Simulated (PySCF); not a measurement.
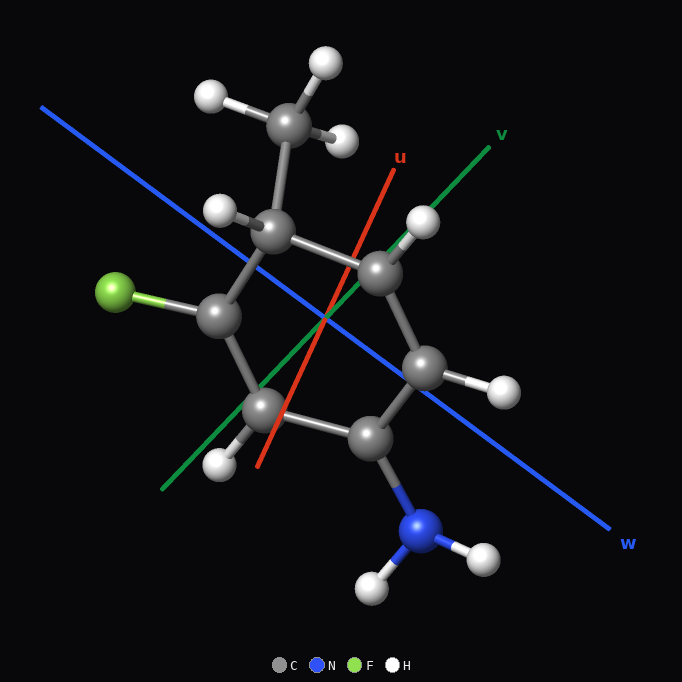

The lines u, v and w are the principal axes of the g tensor. The species is neutral and a spin doublet. The geometry was computed by an optimisation with GFN2-xTB. No frequency run is at hand to confirm it as a minimum. Method: UKS B3LYP, pcH-1 on C F H N, non-relativistic, mean-field spin-orbit, GIAO (PySCF 2.14.0).

Along which axis does g lie farthest from the free-electron value?

Answer. Along v: the shift is 1400 ppm.

Give the principal values and shifts.

```tsv
axis	g	shift (ppm)
u	2.00204	−282
v	2.00372	1400
w	2.00341	1093
```
